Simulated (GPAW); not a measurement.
**Quasiparticle gap of MgO (Fm-3m) in GPAW**

Aim: the G0W0 gap of MgO (Fm-3m) on PBE, step by step.

Main program and level: GPAW 26.7.0; PBE and many-body steps on it, plane waves.

**What was measured.**

- Gap 7.83 eV: literature experimental gap; bulk crystal (quoted in “Electronic structure of alkaline earth and post-transition metal oxides”, 2009, arxiv:0908.1581).

### 1. Starting point

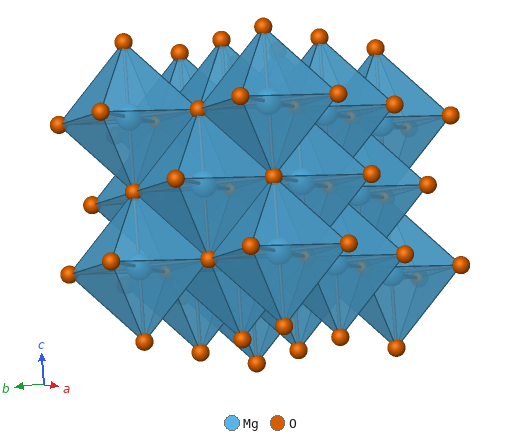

Start, viewed from a free direction; magnesium blue, oxygen orange. 2×1×1 cells are drawn. This picture shows the conventional cell, with its axes. Some periodic images of atoms are drawn too.

The cell and positions are those that the Materials Project relaxed with its own functionals (PBE, PBE+U or r2SCAN), kept fixed.

### 2. Ground state

This step: GPAW 26.7.0; DFT, PBE, plane waves, PAW.

The ground-state density comes first.

File run.py:

```python
import json
import numpy as np
from gpaw.mpi import world
from ase import Atoms
from gpaw import GPAW, PW, FermiDirac

atoms = Atoms(['Mg', 'O'],
    cell=[[0.0000000000, 2.0970013927, 2.0970013927],
      [2.0970013927, 0.0000000000, 2.0970013927],
      [2.0970013927, 2.0970013927, 0.0000000000]],
    scaled_positions=[[0.0000000000, 0.0000000000, 0.0000000000],
      [0.5000000000, 0.5000000000, 0.5000000000]],
    pbc=(True, True, True))
calc = GPAW(mode=PW(600),
    xc='PBE',
    kpts={'size': (10, 10, 10), 'gamma': True},
    occupations=FermiDirac(0.001),
    nbands=-7,
    convergence={'density': 1e-6, 'bands': -3},
    maxiter=100,
    txt='gs.txt')
atoms.calc = calc
res = {'energy': atoms.get_potential_energy()}
kpts = calc.get_ibz_k_points()
res['kpts'] = kpts
res['eigenvalues'] = [calc.get_eigenvalues(kpt=k) for k in range(len(kpts))]
res['n_electrons'] = calc.get_number_of_electrons()
calc.write('gs.gpw')

if world.rank == 0:
    with open('result.json', 'w') as f:
        json.dump(res, f, default=lambda x: x.tolist())
```

The run is started by

```bash
$ mpirun -n 8 gpaw python run.py
```

The log of the run:

```text
__  _  _
 | _ |_)|_||  |
 |__||  | ||/\| - 26.7.0

Input parameters:
  mode=PW(ecut=600.0),
  convergence={'density': 1e-06, 'bands': -3},
  kpts=MonkhorstPack(size=(10, 10, 10), gamma=True),
  maxiter=100,
  nbands=-7,
  occupations=Occupations(name='fermi-dirac', width=0.001, fixmagmom=False),
  xc=XC(name='PBE')
  [... matrices ...]
Diagonalizing LCAO Hamiltonian
Converting LCAO to pw mode

              O

       Mg

Atoms  # Å, Bohr magnetons
|   | symbol |        x |        y |        z |    initial magnetic moments |
| 0 |     Mg | 0.000000 | 0.000000 | 0.000000 | ( 0.0000,  0.0000,  0.0000) |
| 1 |      O | 2.097001 | 2.097001 | 2.097001 | ( 0.0000,  0.0000,  0.0000) |

Unit cell  # Å
| periodic |        x |        y |        z |  lengths |    angles |
|      yes | 0.000000 | 2.097001 | 2.097001 | 2.965608 | 60.000000 |
|      yes | 2.097001 | 0.000000 | 2.097001 | 2.965608 | 60.000000 |
|      yes | 2.097001 | 2.097001 | 0.000000 | 2.965608 | 60.000000 |

Number of symmetries: 48
Symmetry operations  # r_c * U_cc + t_c -> r_c
|    | kind |            matrix            |
|  0 |  σ   |  1, 0, 0,  1, 0,-1,  1,-1, 0 |
|  1 |  C2  |  1, 0, 0,  1,-1, 0,  1, 0,-1 |
|  2 |  E   |  1, 0, 0,  0, 1, 0,  0, 0, 1 |
|  3 |  σ   |  1, 0, 0,  0, 0, 1,  0, 1, 0 |
|  4 |  C4  |  1, 0,-1,  1, 0, 0,  1,-1, 0 |
|  5 |  S6  |  1, 0,-1,  1,-1, 0,  1, 0, 0 |
|  6 |  σ   |  1, 0,-1,  0, 1,-1,  0, 0,-1 |
|  7 |  C3  |  1, 0,-1,  0, 0,-1,  0, 1,-1 |
|  8 |  S6  |  1,-1, 0,  1, 0, 0,  1, 0,-1 |
|  9 |  C4  |  1,-1, 0,  1, 0,-1,  1, 0, 0 |
| 10 |  C3  |  1,-1, 0,  0,-1, 1,  0,-1, 0 |
| 11 |  σ   |  1,-1, 0,  0,-1, 0,  0,-1, 1 |
| 12 |  σ   |  0, 1, 0,  1, 0, 0,  0, 0, 1 |
| 13 |  C4  |  0, 1, 0,  0, 1,-1, -1, 1, 0 |
| 14 |  C3  |  0, 1, 0,  0, 0, 1,  1, 0, 0 |
| 15 |  S6  |  0, 1, 0, -1, 1, 0,  0, 1,-1 |
| 16 |  C2  |  0, 1,-1,  1, 0,-1,  0, 0,-1 |
| 17 |  σ   |  0, 1,-1,  0, 1, 0, -1, 1, 0 |
| 18 |  S4  |  0, 1,-1,  0, 0,-1,  1, 0,-1 |
| 19 |  C4  |  0, 1,-1, -1, 1, 0,  0, 1, 0 |
| 20 |  C3  |  0, 0, 1,  1, 0, 0,  0, 1, 0 |
| 21 |  σ   |  0, 0, 1,  0, 1, 0,  1, 0, 0 |
| 22 |  S6  |  0, 0, 1,  0,-1, 1, -1, 0, 1 |
| 23 |  C4  |  0, 0, 1, -1, 0, 1,  0,-1, 1 |
| 24 |  S4  |  0, 0,-1,  1, 0,-1,  0, 1,-1 |
| 25 |  C3  |  0, 0,-1,  0, 1,-1,  1, 0,-1 |
| 26 |  C2  |  0, 0,-1,  0,-1, 0, -1, 0, 0 |
| 27 |  S6  |  0, 0,-1, -1, 0, 0,  0,-1, 0 |
| 28 |  S4  |  0,-1, 1,  1,-1, 0,  0,-1, 0 |
| 29 |  C4  |  0,-1, 1,  0, 0, 1, -1, 0, 1 |
| 30 |  C2  |  0,-1, 1,  0,-1, 0,  1,-1, 0 |
| 31 |  σ   |  0,-1, 1, -1, 0, 1,  0, 0, 1 |
| 32 |  C3  |  0,-1, 0,  1,-1, 0,  0,-1, 1 |
| 33 |  S6  |  0,-1, 0,  0, 0,-1, -1, 0, 0 |
| 34 |  S4  |  0,-1, 0,  0,-1, 1,  1,-1, 0 |
| 35 |  C2  |  0,-1, 0, -1, 0, 0,  0, 0,-1 |
| 36 |  C2  | -1, 1, 0,  0, 1, 0,  0, 1,-1 |
| 37 |  S6  | -1, 1, 0,  0, 1,-1,  0, 1, 0 |
| 38 |  S4  | -1, 1, 0, -1, 0, 1, -1, 0, 0 |
| 39 |  C3  | -1, 1, 0, -1, 0, 0, -1, 0, 1 |
| 40 |  S6  | -1, 0, 1,  0, 0, 1,  0,-1, 1 |
| 41 |  C2  | -1, 0, 1,  0,-1, 1,  0, 0, 1 |
| 42 |  C3  | -1, 0, 1, -1, 1, 0, -1, 0, 0 |
| 43 |  S4  | -1, 0, 1, -1, 0, 0, -1, 1, 0 |
| 44 |  C2  | -1, 0, 0,  0, 0,-1,  0,-1, 0 |
| 45 |  i   | -1, 0, 0,  0,-1, 0,  0, 0,-1 |
| 46 |  σ   | -1, 0, 0, -1, 1, 0, -1, 0, 1 |
| 47 |  C2  | -1, 0, 0, -1, 0, 1, -1, 1, 0 |

BZ-sampling:
  Number of BZ points: 1000
  Number of IBZ points: 47

  Monkhorst-Pack size: [10, 10, 10]
  Monkhorst-Pack shift: [0.05, 0.05, 0.05]

K-points  # in reciprocal-cell coordinates
|     |                                coordinates |     weight |
|   0 | (  0.00000000,   0.00000000,   0.00000000) | 0.00100000 |
|   1 | (  0.10000000,   0.10000000,   0.00000000) | 0.00600000 |
|   2 | (  0.10000000,   0.10000000,   0.10000000) | 0.00800000 |
|   3 | (  0.20000000,   0.10000000,   0.10000000) | 0.01200000 |
|   4 | (  0.20000000,   0.20000000,   0.00000000) | 0.00600000 |
|   5 | (  0.20000000,   0.20000000,   0.10000000) | 0.02400000 |
|   6 | (  0.20000000,   0.20000000,   0.20000000) | 0.00800000 |
|   7 | (  0.30000000,   0.20000000,   0.10000000) | 0.02400000 |
|   8 | (  0.30000000,   0.20000000,   0.20000000) | 0.02400000 |
|   9 | (  0.30000000,   0.30000000,   0.00000000) | 0.00600000 |
| ... |                                            |            |
|  46 | (  0.50000000,   0.50000000,   0.50000000) | 0.00400000 |

Plane wave coefficients: 636
Cutoff: 600.0 eV

Spin-components: 1 (collinear spins)
Bands:           15
Projectors:      10
Spin-degeneracy: 2
Datatype:        complex128

  Storage: CPU
  Wave functions: 6_869_520 bytes (858_690 per core)
  Projectors: 9_617_328 bytes (1_202_166 per core)
  [... matrices ...]
Parallelization:
  kpt:    8
  domain: 1
  band:   1

Density:
  Valence electrons: 16.0
  Components: 1
  Grid points: [18 18 18]
  Charge: 0.0  # |e|

Potential:
  Grid points: [18 18 18]

species:
  Mg:
    name:    Magnesium
    Z:       12.0
    valence: 10
    core:    2
    charge:  0.0  # [|e|]
    compensation charges:
      type: gauss
      rc: 0.33  # [Å]
      lmax: 2
    cutoffs:
      filter: 1.86  # [Å]
      core: 0.54  # [Å]
    projectors
    | kind |    occ | energy [eV] | rcut [Å] |
    |   2s |  2.000 |     -79.840 |    1.090 |
    |   3s |  2.000 |      -4.705 |    1.090 |
    |   2p |  6.000 |     -46.613 |    1.085 |
    |   3p |  0.000 |      -1.330 |    1.085 |
    |    d |        |       0.000 |    1.037 |

    Using partial waves for Mg as LCAO basis

  O:
    name:    Oxygen
    Z:       8.0
    valence: 6
    core:    2
    charge:  0.0  # [|e|]
    compensation charges:
      type: gauss
      rc: 0.21  # [Å]
      lmax: 2
    cutoffs:
      filter: 1.17  # [Å]
      core: 0.83  # [Å]
    projectors
    | kind |    occ | energy [eV] | rcut [Å] |
    |   2s |  2.000 |     -23.961 |    0.688 |
    |   2p |  4.000 |      -9.029 |    0.598 |
    |    s |        |       3.251 |    0.688 |
    |    p |        |      18.182 |    0.598 |
    |    d |        |       0.000 |    0.619 |

    Using partial waves for O as LCAO basis

Reference energy: -7490.497190  # eV

eigensolver:
  PPCG
  Converge bands: -3
  niter=2

density mixing:
  MSR1-Mixer
  Pratt-step length: 0.05
  Maximum mixing coefficient: 0.75
  Old densities: 10
  SVD Regularization: 0.005
  Good broyden scale: 1.0
  Trust region scale: 1.0
  Backstep threshold: 4.0
  History deletion threshold: 6.0
  Fourier metric: weight=20.0, sigma=0.015

occupation numbers:
  Fermi-Dirac:
    width: 0.0010  # eV

poisson solver:
  ecut: 4800.0  # eV

xc functional:
  name: PBE with 2 nearest neighbor stencil

Initialization done in: 3.048 s

convergence criteria:
- Maximum integral of absolute [dens]ity change: 1e-06 electrons / valence electron
- Maximum [total energy] change in last 3 cyles: 0.0005 eV / valence electron
- Maximum integral of absolute [eigenst]ate change: 4e-08 eV^2 / valence electron
maximum number of iterations: 100

SCF iterations
|iter     |     time |      energy | eigst |  dens |
|iter:   1|  |  -13.414600 | +1.34 |       |
|iter:   2|  |  -13.064316 | +0.10 | -0.99 |
|iter:   3|  |  -12.100799 | -0.97 | -1.04 |
|iter:   4|  |  -12.106060 | -2.73 | -1.59 |
|iter:   5|  |  -12.111356 | -2.54 | -1.85 |
|iter:   6|  |  -12.111417c| -5.14 | -3.01 |
|iter:   7|  |  -12.111436c| -5.94 | -3.39 |
|iter:   8|  |  -12.111436c| -7.64c| -4.39 |
|iter:   9|  |  -12.111436c| -7.70c| -5.19 |
|iter:  10|  |  -12.111436c| -8.30c| -5.66 |
|iter:  11|  |  -12.111436c| -9.08c| -7.00c|

Converged in 11 steps
SCF loop duration: 2.893 s (0.263 s/step)
Energy contributions relative to reference atoms: (reference = -7490.497190)
  [... matrices ...]
Energy contributions:
  Kinetic:          12.536382
  Coulomb:         -10.342553
  Zero:              0.109795
  External:          0.000000
  Xc:              -14.415060
  Entropy:          -0.000000
  Spinorbit:         0.000000
  ----------------------------
  Free energy:     -12.111436
  Extrapolated:    -12.111436

dipole moment: (-6.014535, -6.014535, -6.014535)  # |e|*Ang

Fermi level: 5.690
Eigenvalues  # (at kpt = [0.000, 0.000, 0.000])
| band index |      eig [eV] | occ [0-2] |
|          0 |       -67.345 |     2.000 |
|          1 |       -34.088 |     2.000 |
|          2 |       -34.088 |     2.000 |
|          3 |       -34.088 |     2.000 |
|          4 |       -12.282 |     2.000 |
|          5 |         5.013 |     2.000 |
|          6 |         5.013 |     2.000 |
|          7 |         5.013 |     2.000 |
|          8 |         9.899 |     0.000 |
|          9 |        20.915 |     0.000 |
|         10 |        20.915 |     0.000 |
|         11 |        20.915 |     0.000 |
|         12 |        24.828 |     0.000 |
|         13 |        26.674 |     0.000 |
|         14 |        26.674 |     0.000 |

Gap: 4.886 eV
Transition (v -> c):
  (s=0, k=0, n=7, [0.00, 0.00, 0.00]) -> (s=0, k=0, n=8, [0.00, 0.00, 0.00])
No difference between direct/indirect transitions
# Writing to gs.gpw (mode='')
  [... matrices ...]
```

Wall time 9 s (8 MPI ranks of Intel Xeon Platinum 8259CL at 2.50GHz (Skylake/Cascade Lake), shared host); peak memory 1.2 GiB.

This step gave:

```yaml
total_energy: -12.11 eV
gap: 4.886 eV
k_of_the_valence_top: 0, 0, 0
k_of_the_conduction_bottom: 0, 0, 0
least_direct_gap: 4.886 eV
```

The gap is direct, at Γ.

### 3. Bands along the symmetry lines

Levels along a band path, at the cheap level, show where the edges lie and whether the meshes to come will hold them.

File run.py:

```python
import json
import numpy as np
from gpaw.mpi import world
from gpaw import GPAW

path = [[0.000000, 0.000000, 0.000000],
    [0.062500, 0.000000, 0.062500],
    [0.125000, 0.000000, 0.125000],
    [0.187500, 0.000000, 0.187500],
    [0.250000, 0.000000, 0.250000],
    [0.312500, 0.000000, 0.312500],
    [0.375000, 0.000000, 0.375000],
    [0.437500, 0.000000, 0.437500],
    [0.500000, 0.000000, 0.500000],
    [0.515625, 0.031250, 0.515625],
    [0.531250, 0.062500, 0.531250],
    [0.546875, 0.093750, 0.546875],
    [0.562500, 0.125000, 0.562500],
    [0.578125, 0.156250, 0.578125],
    [0.593750, 0.187500, 0.593750],
    [0.609375, 0.218750, 0.609375],
    [0.625000, 0.250000, 0.625000],
    [0.375000, 0.375000, 0.750000],
    [0.328125, 0.328125, 0.656250],
    [0.281250, 0.281250, 0.562500],
    [0.234375, 0.234375, 0.468750],
    [0.187500, 0.187500, 0.375000],
    [0.140625, 0.140625, 0.281250],
    [0.093750, 0.093750, 0.187500],
    [0.046875, 0.046875, 0.093750],
    [0.000000, 0.000000, 0.000000],
    [0.062500, 0.062500, 0.062500],
    [0.125000, 0.125000, 0.125000],
    [0.187500, 0.187500, 0.187500],
    [0.250000, 0.250000, 0.250000],
    [0.312500, 0.312500, 0.312500],
    [0.375000, 0.375000, 0.375000],
    [0.437500, 0.437500, 0.437500],
    [0.500000, 0.500000, 0.500000],
    [0.500000, 0.468750, 0.531250],
    [0.500000, 0.437500, 0.562500],
    [0.500000, 0.406250, 0.593750],
    [0.500000, 0.375000, 0.625000],
    [0.500000, 0.343750, 0.656250],
    [0.500000, 0.312500, 0.687500],
    [0.500000, 0.281250, 0.718750],
    [0.500000, 0.250000, 0.750000],
    [0.500000, 0.218750, 0.718750],
    [0.500000, 0.187500, 0.687500],
    [0.500000, 0.156250, 0.656250],
    [0.500000, 0.125000, 0.625000],
    [0.500000, 0.093750, 0.593750],
    [0.500000, 0.062500, 0.562500],
    [0.500000, 0.031250, 0.531250],
    [0.500000, 0.000000, 0.500000]]
calc = GPAW('gs.gpw').fixed_density(kpts=path,
    symmetry='off',
    nbands=18,
    convergence={'bands': 14},
    txt='bands.txt')
res = {}
kpts = calc.get_ibz_k_points()
res['kpts'] = kpts
res['eigenvalues'] = [calc.get_eigenvalues(kpt=k) for k in range(len(kpts))]
res['n_electrons'] = calc.get_number_of_electrons()

if world.rank == 0:
    with open('result.json', 'w') as f:
        json.dump(res, f, default=lambda x: x.tolist())
```

The run is started by

```bash
$ mpirun -n 8 gpaw python run.py
```

The log of the run:

```text
Diagonalizing LCAO Hamiltonian
Converting LCAO to pw mode
convergence criteria:
- Maximum integral of absolute [eigenst]ate change: 4e-08 eV^2 / valence electron
maximum number of iterations: 100

SCF iterations
|iter     |     time |      energy | eigst |  dens |
|iter:   1|  |             | +2.28 |       |
|iter:   2|  |             | +0.85 |       |
|iter:   3|  |             | -0.22 |       |
|iter:   4|  |             | -2.46 |       |
|iter:   5|  |             | -3.62 |       |
|iter:   6|  |             | -5.89 |       |
|iter:   7|  |             | -6.88 |       |
|iter:   8|  |             | -8.29c|       |
SCF steps: 8
  __  _  _
 | _ |_)|_||  |
 |__||  | ||/\| - 26.7.0

Input parameters:
  mode=PW(ecut=600.0),
  convergence={'bands': 14},
  gpts=array([18, 18, 18]),
  kpts=KPoints(kpts=array([[0.      , 0.      , 0.      ],
         [0.0625  , 0.      , 0.0625  ],
         [0.125   , 0.      , 0.125   ],
         [0.1875  , 0.      , 0.1875  ],
[...]
[0.515625, 0.03125 , 0.515625],
[...]
[0.546875, 0.09375 , 0.546875],
[...]
[0.578125, 0.15625 , 0.578125],
[...]
[0.609375, 0.21875 , 0.609375],
[...]
[0.328125, 0.328125, 0.65625 ],
[...]
[0.234375, 0.234375, 0.46875 ],
[...]
[0.140625, 0.140625, 0.28125 ],
[...]
[0.046875, 0.046875, 0.09375 ],
[...]
[0.5     , 0.0625  , 0.5625  ],
         [0.5     , 0.03125 , 0.53125 ],
         [0.5     , 0.      , 0.5     ]])),
  maxiter=100,
  nbands=18,
  occupations=Occupations(name='fermi-dirac', width=0.001, fixmagmom=False),
  parallel={},
  symmetry=Symmetry(point_group=False, time_reversal=False),
  xc=XC(name='PBE')
```

Wall time 7.5 s (8 MPI ranks); peak memory 1.3 GiB.

Numbers from this step:

```yaml
gap: 4.886 eV
k_of_the_valence_top: 0, 0, 0
k_of_the_conduction_bottom: 0, 0, 0
least_direct_gap: 4.886 eV
```

The gap is 4.886 eV, as in the run before at this level.

Electronic bands along the path, in eV, zero at the top of the highest filled band; v1 is the highest filled band, c1 the lowest empty one:

```tsv
point	v4	v3	v2	v1	c1	c2	c3	c4
Γ	-17.29	0.00	0.00	0.00	4.89	15.90	15.90	15.90
X	-15.73	-4.12	-1.36	-1.36	9.16	10.18	13.25	19.21
U	-15.70	-3.52	-2.74	-1.16	10.18	11.99	12.67	18.35
jump to K	-15.70	-3.52	-2.74	-1.16	10.18	11.99	12.67	18.35
Γ	-17.29	0.00	0.00	0.00	4.89	15.90	15.90	15.90
L	-15.95	-4.66	-0.66	-0.66	8.00	12.79	16.48	16.48
W	-15.66	-2.98	-2.98	-1.79	11.76	11.76	12.40	15.73
X	-15.73	-4.12	-1.36	-1.36	9.16	10.18	13.25	19.21
```

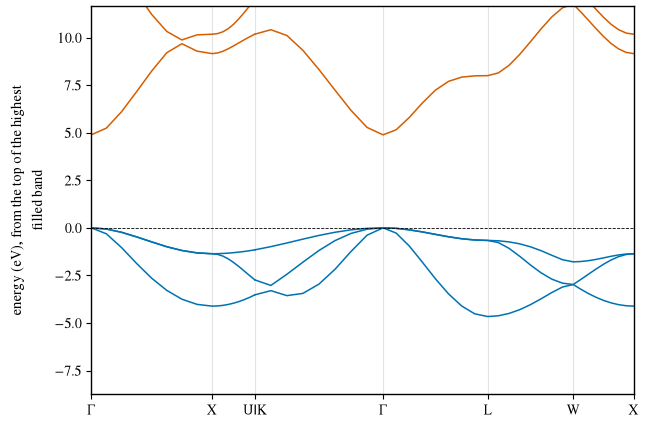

Electronic bands along the path; lines of filled and empty bands in two colours.

### 4. Empty states on the mesh, 8×8×8 mesh, 284 bands

The sums over transitions need many empty states on a uniform mesh; this step solves for them.

File run.py:

```python
import json
import numpy as np
from gpaw.mpi import world
from gpaw import GPAW

calc = GPAW('gs.gpw').fixed_density(kpts={'size': (8, 8, 8), 'gamma': True},
    parallel={'domain': 1, 'band': 1},
    txt='nscf.txt')
calc.diagonalize_full_hamiltonian(nbands=284)
calc.write('full.gpw', mode='all')
res = {}
kpts = calc.get_ibz_k_points()
res['kpts'] = kpts
res['eigenvalues'] = [calc.get_eigenvalues(kpt=k) for k in range(len(kpts))]
res['n_electrons'] = calc.get_number_of_electrons()

if world.rank == 0:
    with open('result.json', 'w') as f:
        json.dump(res, f, default=lambda x: x.tolist())
```

The run is started by

```bash
$ mpirun -n 8 gpaw python run.py
```

The log of the run:

```text
Diagonalizing LCAO Hamiltonian
Converting LCAO to pw mode
convergence criteria:
- Maximum integral of absolute [eigenst]ate change: 4e-08 eV^2 / valence electron
maximum number of iterations: 100

SCF iterations
|iter     |     time |      energy | eigst |  dens |
|iter:   1|  |             | +1.35 |       |
|iter:   2|  |             | +0.18 |       |
|iter:   3|  |             | -0.73 |       |
|iter:   4|  |             | -2.94 |       |
|iter:   5|  |             | -4.05 |       |
|iter:   6|  |             | -6.28 |       |
|iter:   7|  |             | -7.49c|       |
SCF steps: 7
  __  _  _
 | _ |_)|_||  |
 |__||  | ||/\| - 26.7.0

Input parameters:
  mode=PW(ecut=600.0),
  convergence={'density': 1e-06, 'bands': -3},
  gpts=array([18, 18, 18]),
  kpts=MonkhorstPack(size=(8, 8, 8), gamma=True),
  maxiter=100,
  nbands=15,
  occupations=Occupations(name='fermi-dirac', width=0.001, fixmagmom=False),
  parallel={'domain': 1, 'band': 1},
  xc=XC(name='PBE')
Matrix size: 609x609
# Writing to full.gpw (mode='all')
  [... matrices ...]

timing:  # [seconds]
  Total: 2.102  # ━━━━━━━━━━━━━━━━━━━━━━━━━━━━━━━━━━━━━━━━━━━━━━━━━━━━━━━━━━━
```

It took 8.4 s on 8 MPI ranks; peak memory 1.4 GiB; 65 s of CPU time.

This step gave:

```yaml
gap: 4.886 eV
k_of_the_valence_top: 0, 0, 0
k_of_the_conduction_bottom: 0, 0, 0
least_direct_gap: 4.886 eV
k_points_computed: 29
lowest_point_of_the_top_converged_band_above_the_valence_top: 332.3458 eV
```

On this mesh the gap is 4.886 eV.

(Continued in part 2 of 2.)

[Paths, hosts, dates, memory and timing lines, banners, echoed tables and standing remarks are left out of the program output.]

[Logs are printed without paths, hosts, clocks, repeated set-up lines and the standing remarks that a program may print on its own settings, such as how far it seeks lower states.]

[Runs of the session that timed out or met a known fault of the program may be left out.]

[Hosts, paths, dates, database ids (printed as entryN), source tags and the programs' standing remarks are cut or masked in the printed files.]
